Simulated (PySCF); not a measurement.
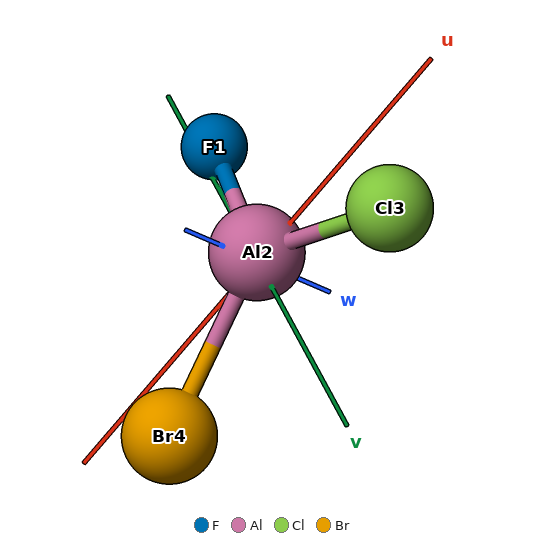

The lines u, v and w are the principal axes of the static dipole polarisability. The computed structure is the end point of a PBE0-D3(BJ)/def2-SVP optimisation. No frequency run is at hand to confirm it as a minimum. Level of theory: PBE0/aug-cc-pVDZ (PySCF 2.14.0).

Along which axis is the molecule most polarisable, and along which least?

Answer. Most along u (in the molecular plane, close to the long direction Cl3···Br4), least along w (normal to the molecular plane).

Give the three principal values.

Answer. u 69.5, v 51.8, w 45.2 bohr³; mean 55.5, anisotropy 21.7 bohr³.
